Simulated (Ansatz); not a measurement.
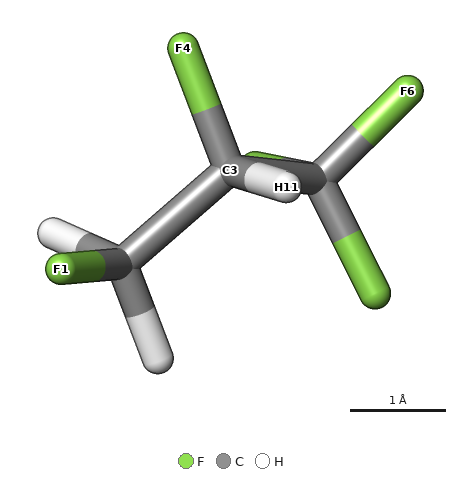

**Figure 1.** The structure as given in the input (stick view, seen at a tilt; atoms are numbered from 1 in the order of the input). Bond lengths as drawn: C–C 1.51 to 1.52 Å, C–F 1.33 to 1.37 Å and C–H 1.09 Å.

## Molecular dynamics of C3H3F5

System: C3H3F5, SMILES FCC(F)C(F)(F)F.
Method: RKS revPBE-d3bjatm/def2-SVP (Ansatz 0.2.0).

The geometry comes from this level: PBE0-D4/def2-TZVP. Figures and captions count atoms from 1; the log counts them from 0 in places.

The input:
```yaml
crystal:
  periodic: [false, false, false]
  atoms:
    - {symbol: F, position_ang: [-0.899918, -2.106039, -0.801764]}
    - {symbol: C, position_ang: [-0.166859, -0.945643, -0.855288]}
    - {symbol: C, position_ang: [-0.435574, -0.134899, 0.387446]}
    - {symbol: F, position_ang: [-1.695354, 0.399404, 0.341759]}
    - {symbol: C, position_ang: [0.559047, 1.008945, 0.545241]}
    - {symbol: F, position_ang: [0.256663, 1.766139, 1.594020]}
    - {symbol: F, position_ang: [0.587654, 1.792588, -0.535017]}
    - {symbol: F, position_ang: [1.790052, 0.516250, 0.728688]}
    - {symbol: H, position_ang: [-0.466248, -0.381757, -1.742084]}
    - {symbol: H, position_ang: [0.893769, -1.202875, -0.918496]}
    - {symbol: H, position_ang: [-0.358031, -0.769112, 1.276297]}
basis:
  gaussian: {orbitals: def2-SVP}
hamiltonian: {xc: {name: revPBE}, dispersion: d3bjatm}
md: {timestep: 2 fs, n_steps: 30, ensemble: nve, temperature: 1000, initial_velocities: maxwell_boltzmann, seed: 73}
```

Hardware: 4 threads of Arm Neoverse V2, 23 GiB of memory available, shared host.

Command:
```bash
ansatz run in.yaml --threads 4 --pin off --events-out ev --progress --plain --max-ram 11315MiB
```

The program's output:
```
Functional definition: revPBE
  name "revPBE"
  cite "Zhang & Yang, Phys. Rev. Lett. 80, 890 (1998) doi:10.1103/PhysRevLett.80.890"
  cite "Perdew, Burke & Ernzerhof, Phys. Rev. Lett. 77, 3865 (1996) doi:10.1103/PhysRevLett.77.3865"
  parameter kappa = 1.245
  parameter beta = 0.06672455060314922
  exchange = pbe_x(kappa = kappa, mu = beta*pi^2/3)
  correlation = pbe_c(beta = beta)
1388 factors; their error is unknown
mean field evaluation 1: about -16721.7135 eV, gradient 4.7e1 eV
mean field evaluation 2: about -16719.0376 eV, gradient 6.2e1 eV
mean field evaluation 4: about -16725.7631 eV, gradient 2.8e0 eV
mean field evaluation 8: about -16725.7789 eV, gradient 8.5e-2 eV
mean field evaluation 16: about -16725.6800 eV, gradient 2.0e-4 eV
mean field -16725.68001115 eV, -614.6574033366 hartree, gradient 5.9e-5 eV, S^2 0.000000; 0 other end points of the search recorded, 0 dependent functions left out
the calculation of the forces begins
reference -16725.68003750 eV, -614.6574043052 hartree; 33, 33 occupied and 94, 94 virtual orbitals, 1388 factors
md step     0: t =     0.00 fs  T =  1000.0 K  F+E_penalty+E_count = -16726.19879681 eV  E_kin = 1.163340 eV  conserved = -16725.03545682 eV  (28 SCF iters)
these checks for a lower state are left out or cut short: starts, cluster_reference, orbital_swaps, neighbouring_geometries, increment
1388 factors; their error is unknown
mean field -16725.30121333 eV, -614.6434827735 hartree, gradient 7.0e-6 eV, S^2 0.000000; 0 other end points of the search recorded, 0 dependent functions left out
the calculation of the forces begins
reference -16725.30123937 eV, -614.6434837305 hartree; 33, 33 occupied and 94, 94 virtual orbitals, 1388 factors
md step     1: t =     2.00 fs  T =   804.2 K  F+E_penalty+E_count = -16725.82216168 eV  E_kin = 0.935579 eV  conserved = -16724.88658282 eV  (30 SCF iters, 5 dispersion substeps)
[... from here on the SCF iterations and repeated set-up lines of each step are left out, up to the last step ...]
md step     2: t =     4.00 fs  T =   808.3 K  F+E_penalty+E_count = -16725.94494332 eV  E_kin = 0.940384 eV  conserved = -16725.00455916 eV  (30 SCF iters, 5 dispersion substeps)
md step     3: t =     6.00 fs  T =   507.9 K  F+E_penalty+E_count = -16725.52296333 eV  E_kin = 0.590811 eV  conserved = -16724.93215194 eV  (32 SCF iters, 5 dispersion substeps)
md step     4: t =     8.00 fs  T =   399.3 K  F+E_penalty+E_count = -16725.39306634 eV  E_kin = 0.464543 eV  conserved = -16724.92852328 eV  (32 SCF iters, 5 dispersion substeps)
md step     5: t =    10.00 fs  T =   542.9 K  F+E_penalty+E_count = -16725.62389820 eV  E_kin = 0.631615 eV  conserved = -16724.99228313 eV  (32 SCF iters, 5 dispersion substeps)
md step     6: t =    12.00 fs  T =   403.8 K  F+E_penalty+E_count = -16725.38703659 eV  E_kin = 0.469804 eV  conserved = -16724.91723212 eV  (32 SCF iters, 5 dispersion substeps)
md step     7: t =    14.00 fs  T =   483.1 K  F+E_penalty+E_count = -16725.59065255 eV  E_kin = 0.561997 eV  conserved = -16725.02865554 eV  (31 SCF iters, 5 dispersion substeps)
md step     8: t =    16.00 fs  T =   418.8 K  F+E_penalty+E_count = -16725.46312470 eV  E_kin = 0.487163 eV  conserved = -16724.97596217 eV  (30 SCF iters, 5 dispersion substeps)
md step     9: t =    18.00 fs  T =   316.4 K  F+E_penalty+E_count = -16725.31845168 eV  E_kin = 0.368059 eV  conserved = -16724.95039270 eV  (30 SCF iters, 5 dispersion substeps)
md step    10: t =    20.00 fs  T =   509.6 K  F+E_penalty+E_count = -16725.58069687 eV  E_kin = 0.592783 eV  conserved = -16724.98791381 eV  (31 SCF iters, 5 dispersion substeps)
md step    11: t =    22.00 fs  T =   589.6 K  F+E_penalty+E_count = -16725.69509321 eV  E_kin = 0.685877 eV  conserved = -16725.00921656 eV  (30 SCF iters, 5 dispersion substeps)
md step    12: t =    24.00 fs  T =   605.6 K  F+E_penalty+E_count = -16725.66407576 eV  E_kin = 0.704545 eV  conserved = -16724.95953054 eV  (29 SCF iters, 5 dispersion substeps)
md step    13: t =    26.00 fs  T =   633.8 K  F+E_penalty+E_count = -16725.72798824 eV  E_kin = 0.737329 eV  conserved = -16724.99065971 eV  (29 SCF iters, 5 dispersion substeps)
md step    14: t =    28.00 fs  T =   379.3 K  F+E_penalty+E_count = -16725.37471946 eV  E_kin = 0.441262 eV  conserved = -16724.93345733 eV  (29 SCF iters, 5 dispersion substeps)
md step    15: t =    30.00 fs  T =   397.7 K  F+E_penalty+E_count = -16725.41045536 eV  E_kin = 0.462699 eV  conserved = -16724.94775680 eV  (30 SCF iters, 5 dispersion substeps)
md step    16: t =    32.00 fs  T =   533.6 K  F+E_penalty+E_count = -16725.62269122 eV  E_kin = 0.620704 eV  conserved = -16725.00198733 eV  (28 SCF iters, 5 dispersion substeps)
md step    17: t =    34.00 fs  T =   493.6 K  F+E_penalty+E_count = -16725.45611904 eV  E_kin = 0.574168 eV  conserved = -16724.88195152 eV  (30 SCF iters, 5 dispersion substeps)
md step    18: t =    36.00 fs  T =   729.4 K  F+E_penalty+E_count = -16725.87437529 eV  E_kin = 0.848501 eV  conserved = -16725.02587445 eV  (29 SCF iters, 5 dispersion substeps)
md step    19: t =    38.00 fs  T =   609.0 K  F+E_penalty+E_count = -16725.66203926 eV  E_kin = 0.708513 eV  conserved = -16724.95352600 eV  (30 SCF iters, 5 dispersion substeps)
md step    20: t =    40.00 fs  T =   537.9 K  F+E_penalty+E_count = -16725.57075960 eV  E_kin = 0.625727 eV  conserved = -16724.94503276 eV  (30 SCF iters, 5 dispersion substeps)
md step    21: t =    42.00 fs  T =   672.6 K  F+E_penalty+E_count = -16725.77215127 eV  E_kin = 0.782431 eV  conserved = -16724.98972020 eV  (30 SCF iters, 5 dispersion substeps)
md step    22: t =    44.00 fs  T =   518.0 K  F+E_penalty+E_count = -16725.58842321 eV  E_kin = 0.602618 eV  conserved = -16724.98580538 eV  (31 SCF iters, 5 dispersion substeps)
md step    23: t =    46.00 fs  T =   489.8 K  F+E_penalty+E_count = -16725.56510753 eV  E_kin = 0.569854 eV  conserved = -16724.99525358 eV  (31 SCF iters, 5 dispersion substeps)
md step    24: t =    48.00 fs  T =   509.4 K  F+E_penalty+E_count = -16725.57053489 eV  E_kin = 0.592617 eV  conserved = -16724.97791774 eV  (31 SCF iters, 5 dispersion substeps)
md step    25: t =    50.00 fs  T =   287.9 K  F+E_penalty+E_count = -16725.26929040 eV  E_kin = 0.334906 eV  conserved = -16724.93438410 eV  (31 SCF iters, 5 dispersion substeps)
md step    26: t =    52.00 fs  T =   349.8 K  F+E_penalty+E_count = -16725.36356280 eV  E_kin = 0.406961 eV  conserved = -16724.95660167 eV  (32 SCF iters, 5 dispersion substeps)
md step    27: t =    54.00 fs  T =   427.5 K  F+E_penalty+E_count = -16725.51066692 eV  E_kin = 0.497287 eV  conserved = -16725.01337981 eV  (30 SCF iters, 5 dispersion substeps)
md step    28: t =    56.00 fs  T =   333.9 K  F+E_penalty+E_count = -16725.23769269 eV  E_kin = 0.388456 eV  conserved = -16724.84923642 eV  (30 SCF iters, 5 dispersion substeps)
md step    29: t =    58.00 fs  T =   613.9 K  F+E_penalty+E_count = -16725.68619911 eV  E_kin = 0.714183 eV  conserved = -16724.97201624 eV  (30 SCF iters, 5 dispersion substeps)
these checks for a lower state are left out or cut short: starts, cluster_reference, orbital_swaps, neighbouring_geometries, increment
1388 factors; their error is unknown
mean field -16725.03682979 eV, -614.6337668577 hartree, gradient 7.8e-6 eV, S^2 0.000000; 0 other end points of the search recorded, 0 dependent functions left out
the calculation of the forces begins
reference -16725.03685583 eV, -614.6337678146 hartree; 33, 33 occupied and 94, 94 virtual orbitals, 1388 factors
1388 factors; their error is unknown
mean field evaluation 256: about -16721.3677 eV, gradient 4.6e1 eV
mean field -16725.03682979 eV, -614.6337668577 hartree, gradient 8.3e-6 eV, S^2 0.000000; 1 other end points of the search recorded, 0 dependent functions left out
the calculation of the forces begins
reference -16725.03685583 eV, -614.6337678146 hartree; 33, 33 occupied and 94, 94 virtual orbitals, 1388 factors
md step    30: t =    60.00 fs  T =   545.1 K  F+E_penalty+E_count = -16725.54141982 eV  E_kin = 0.634151 eV  conserved = -16724.90726908 eV  (50 SCF iters, 5 dispersion substeps)
```

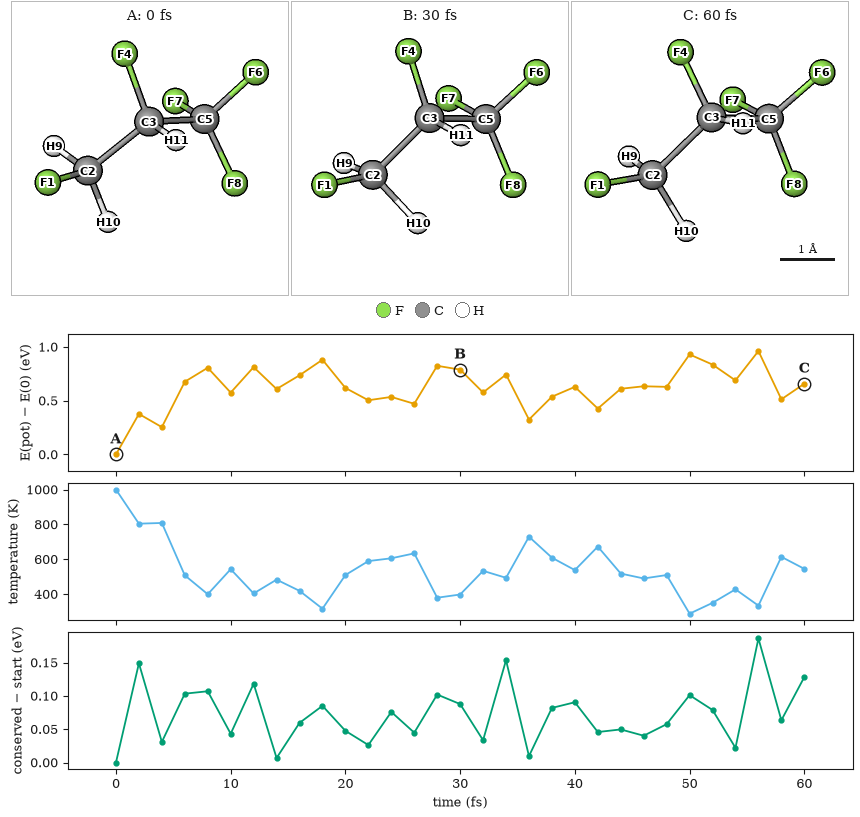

**Figure 2.** Frames of the molecular dynamics (ball-and-stick, seen at a tilt) above the curves, on which the letters mark them. The trajectory kept here has 31 frames over 60 fs. The temperature starts at 1000 K, ranges from 288 to 1000 K and averages 503 K over the second half. The potential energy ends 0.657 eV above its first value. The conserved quantity stays within 0.19 eV. After an unweighted best fit of the last frame on the first, the root-mean-square displacement is 0.20 Å.

```
Total energy: -16725.54144586 eV, -614.6523111562 hartree
Atom 0 at    -0.926152    -2.148615    -0.996567 Å, force     0.346735     0.203800     0.630206 eV/Å
Atom 1 at    -0.133142    -1.062234    -0.707247 Å, force     2.813873     0.627890     0.609095 eV/Å
Atom 2 at    -0.547093    -0.174318     0.543109 Å, force     1.801977    -0.293960     0.183520 eV/Å
Atom 3 at    -1.735587     0.411887     0.275974 Å, force    -0.954077     0.562447    -0.062743 eV/Å
Atom 4 at     0.588729     1.034096     0.622702 Å, force    -1.586901    -0.818744    -1.370620 eV/Å
Atom 5 at     0.358715     1.854931     1.648494 Å, force     0.026041     0.081541     0.318321 eV/Å
Atom 6 at     0.521609     1.764899    -0.544077 Å, force    -0.327148    -0.046629     0.452524 eV/Å
Atom 7 at     1.838620     0.568017     0.659100 Å, force     0.574694    -0.431657     0.661487 eV/Å
Atom 8 at    -0.158005    -0.363093    -1.585951 Å, force    -0.101726    -0.195443     0.318299 eV/Å
Atom 9 at     1.097612    -1.309505    -0.561978 Å, force    -3.067552    -0.016330    -0.307325 eV/Å
Atom 10 at    -0.638017    -0.682052     1.588913 Å, force     0.474086     0.327083    -1.432764 eV/Å
Dipole moment:     0.182732    -0.106270     0.149138 e Å
```

Trajectory as extended XYZ (Å, eV, eV/Å), 9 of the 31 frames kept, from step=0 to step=30:
```
11
Properties=species:S:1:pos:R:3:forces:R:3 step=0 time_fs=0.0 energy=-16726.19880 temperature=1000.0
F    -0.8999   -2.1060   -0.8018   -0.3488  -0.5688  -0.0095
C    -0.1669   -0.9456   -0.8553   -0.1590  -0.3182   0.1375
C    -0.4356   -0.1349    0.3874    0.1345   0.1667  -0.1797
F    -1.6954    0.3994    0.3418   -0.7422   0.2688  -0.0250
C     0.5590    1.0089    0.5452   -0.2342  -0.2850   0.0512
F     0.2567    1.7661    1.5940   -0.3039   0.6075   0.8890
F     0.5877    1.7926   -0.5350   -0.0251   0.5926  -0.9299
F     1.7901    0.5162    0.7287    1.0195  -0.4593   0.1387
H    -0.4662   -0.3818   -1.7421   -0.0860   0.4300  -0.4631
H     0.8938   -1.2029   -0.9185    0.6266  -0.0383  -0.0454
H    -0.3580   -0.7691    1.2763    0.1187  -0.3960   0.4362
11
Properties=species:S:1:pos:R:3:forces:R:3 step=4 time_fs=8.0 energy=-16725.39307 temperature=399.3
F    -0.8836   -2.0552   -0.8037   -0.4442  -2.4451  -0.8578
C    -0.0725   -0.9981   -0.8738    1.2565   1.8110   1.6027
C    -0.4477   -0.2238    0.3905    0.3801   2.7152   1.4703
F    -1.7445    0.4809    0.3732    1.7020  -1.6646  -0.4386
C     0.5683    0.9916    0.5387   -0.8165  -0.5552   0.1309
F     0.2501    1.7694    1.5861    0.2717  -0.0728   0.1055
F     0.5113    1.8122   -0.5782    0.6770  -0.9713   0.7510
F     1.8334    0.4618    0.7499   -0.6171   0.8490  -0.5038
H    -0.4081   -0.3111   -1.6874    0.6784  -0.3646  -0.4209
H     1.1612   -1.1923   -0.7829   -2.9917   0.0863  -0.6278
H    -0.4076   -0.8551    1.3569   -0.0963   0.6121  -1.2115
11
Properties=species:S:1:pos:R:3:forces:R:3 step=8 time_fs=16.0 energy=-16725.46312 temperature=418.8
F    -0.8784   -2.0705   -0.8298    0.1553   0.0975  -0.5831
C    -0.0283   -0.9587   -0.8318    0.6002  -1.5336  -0.9308
C    -0.4474   -0.1666    0.4127   -0.5921   0.0432   0.1413
F    -1.7438    0.5135    0.3914    1.7518  -1.4522  -0.5627
C     0.5438    0.9568    0.5420    0.9758   1.7064   0.6857
F     0.2514    1.7712    1.5831    0.4580  -0.4077  -0.1793
F     0.4555    1.8023   -0.5999    0.8919  -1.5954   1.3749
F     1.8578    0.4312    0.7552   -1.9158   1.1385  -0.8067
H    -0.0554   -0.3953   -1.8121   -0.6394  -0.0950   0.6301
H     1.0978   -1.3818   -0.8698   -1.9081   1.0331   0.9011
H    -0.4806   -0.9189    1.2796    0.2225   1.0654  -0.6704
11
Properties=species:S:1:pos:R:3:forces:R:3 step=11 time_fs=22.0 energy=-16725.69509 temperature=589.6
F    -0.8726   -2.0876   -0.8626   -0.0032   0.5863  -0.2082
C    -0.0305   -0.9505   -0.8105   -2.5661  -0.8172   0.1324
C    -0.4601   -0.0936    0.4141   -0.1295  -0.8659  -1.8662
F    -1.7074    0.5069    0.3934    0.0660  -0.2296  -0.6259
C     0.5484    0.9757    0.5631    0.8384   0.8270  -0.5529
F     0.2618    1.7659    1.5787    0.3731   0.6300   0.9421
F     0.4326    1.7631   -0.5886    1.1699  -0.5299   0.7733
F     1.8392    0.4319    0.7427   -1.3972   1.0537  -0.5693
H     0.0158   -0.4625   -1.7883   -0.5289   0.5590  -0.3412
H     0.9303   -1.3647   -0.6673    1.9706  -0.2789   0.7349
H    -0.4695   -0.7901    1.2149    0.2069  -0.9345   1.5811
11
Properties=species:S:1:pos:R:3:forces:R:3 step=15 time_fs=30.0 energy=-16725.41046 temperature=397.7
F    -0.8642   -2.0960   -0.9117   -0.2272  -0.2118   0.1370
C    -0.0862   -0.9827   -0.7749    2.1761   0.0623   1.7149
C    -0.4716   -0.0724    0.3936    1.3102  -2.2945   1.9578
F    -1.6661    0.4960    0.3788   -2.2687   0.9523  -0.5108
C     0.5761    1.0195    0.5652   -1.8647  -1.8479  -0.5027
F     0.2857    1.7788    1.6010    0.2392   1.0531   1.0636
F     0.4360    1.7045   -0.5589    1.2712   2.0076  -1.3695
F     1.7829    0.4618    0.7119    1.2109   0.5287   0.0493
H    -0.0741   -0.4162   -1.7384    0.3792  -0.2307   0.2098
H     1.0044   -1.2595   -0.2623   -1.9479   0.0711  -2.2109
H    -0.3749   -0.6699    1.3562   -0.2782  -0.0902  -0.5384
11
Properties=species:S:1:pos:R:3:forces:R:3 step=19 time_fs=38.0 energy=-16725.66204 temperature=609.0
F    -0.8644   -2.1104   -0.9561   -0.7468  -0.2452   0.5344
C    -0.1213   -1.0021   -0.7011    4.0703  -1.1509  -2.0563
C    -0.4454   -0.1410    0.4443   -1.4698  -0.2806   2.9724
F    -1.6830    0.5069    0.3483   -0.2181  -0.5604  -0.1745
C     0.5300    0.9935    0.5501    0.2616   0.5786   1.3404
F     0.3165    1.8194    1.6510   -0.1820  -0.6745  -1.1004
F     0.4769    1.7015   -0.5658    0.0441   1.2966  -0.8054
F     1.7592    0.5067    0.6808    1.4828  -0.2985   0.2526
H    -0.0384   -0.4009   -1.6392   -0.4440   0.0915   0.1523
H     1.0617   -1.3602   -0.5795   -2.5320   0.7211   0.1039
H    -0.3959   -0.7145    1.4561   -0.2661   0.5222  -1.2195
11
Properties=species:S:1:pos:R:3:forces:R:3 step=22 time_fs=44.0 energy=-16725.58842 temperature=518.0
F    -0.8792   -2.1280   -0.9792   -0.6019   0.1206   0.5077
C    -0.0806   -1.0297   -0.7027   -3.4791   1.1346  -0.8321
C    -0.4644   -0.1918    0.5425   -1.0644   1.6624  -2.8174
F    -1.7058    0.5068    0.3215    0.5460  -1.2714   0.2731
C     0.4927    0.9830    0.5756    2.2268   1.6593   0.7984
F     0.3370    1.8400    1.6705   -0.4576  -0.9759  -1.4462
F     0.5112    1.7286   -0.5892   -0.9206  -0.3571   1.0107
F     1.7731    0.5349    0.6624    0.2752  -0.5260   0.3492
H    -0.1310   -0.3343   -1.5611   -0.2501   0.1521  -0.1513
H     0.8648   -1.4041   -0.7275    3.8067  -0.9574   0.7445
H    -0.5046   -0.7746    1.4294   -0.0809  -0.6410   1.5634
11
Properties=species:S:1:pos:R:3:forces:R:3 step=26 time_fs=52.0 energy=-16725.36356 temperature=349.8
F    -0.9103   -2.1451   -0.9952    0.5865   0.5141   0.4289
C    -0.0710   -1.0581   -0.7359    0.4733  -0.0846   1.5536
C    -0.5302   -0.2158    0.6048    1.1197   1.6720  -2.9528
F    -1.7227    0.4726    0.2935    0.1887  -0.9129   0.3877
C     0.5307    1.0255    0.6343    0.4174  -0.9587  -1.5983
F     0.3522    1.8443    1.6605   -0.2753   0.3329   0.0512
F     0.5315    1.7562   -0.5918   -0.9920  -0.6363   1.6952
F     1.8004    0.5588    0.6494    0.2966  -0.4136   0.7507
H    -0.2937   -0.2663   -1.4961    0.6984  -0.4951  -0.1768
H     1.1019   -1.4278   -0.6371   -2.7036   0.9706  -0.3451
H    -0.6411   -0.7852    1.5418    0.1905   0.0117   0.2056
11
Properties=species:S:1:pos:R:3:forces:R:3 step=30 time_fs=60.0 energy=-16725.54142 temperature=545.1
F    -0.9262   -2.1486   -0.9966    0.3467   0.2038   0.6302
C    -0.1331   -1.0622   -0.7072    2.8139   0.6279   0.6091
C    -0.5471   -0.1743    0.5431    1.8020  -0.2940   0.1835
F    -1.7356    0.4119    0.2760   -0.9541   0.5624  -0.0627
C     0.5887    1.0341    0.6227   -1.5869  -0.8187  -1.3706
F     0.3587    1.8549    1.6485    0.0260   0.0815   0.3183
F     0.5216    1.7649   -0.5441   -0.3271  -0.0466   0.4525
F     1.8386    0.5680    0.6591    0.5747  -0.4317   0.6615
H    -0.1580   -0.3631   -1.5860   -0.1017  -0.1954   0.3183
H     1.0976   -1.3095   -0.5620   -3.0676  -0.0163  -0.3073
H    -0.6380   -0.6821    1.5889    0.4741   0.3271  -1.4328
```

Key numbers:

- outcome: finished
- mean temperature over the second half: 503 K
- trajectory: 30 steps, 60 fs
- ensemble: nve
- temperature in the input: 1000 K
- time step: 2 fs
- potential energy (last step): −16725.5414 eV
- mean-field energy (last step): −16725.0369 eV
- dispersion energy (last step): −0.5046 eV
- SCF solution under orbital rotations (last step): stable
- largest force (length of the vector) (last step): 3.083 eV/Å
- dipole moment (last step): 1.24 D
- wall time: 38 s (CPU time 2.4 min)
- peak memory: 0.18 GiB

Notes:

So short a trajectory is not equilibrated.
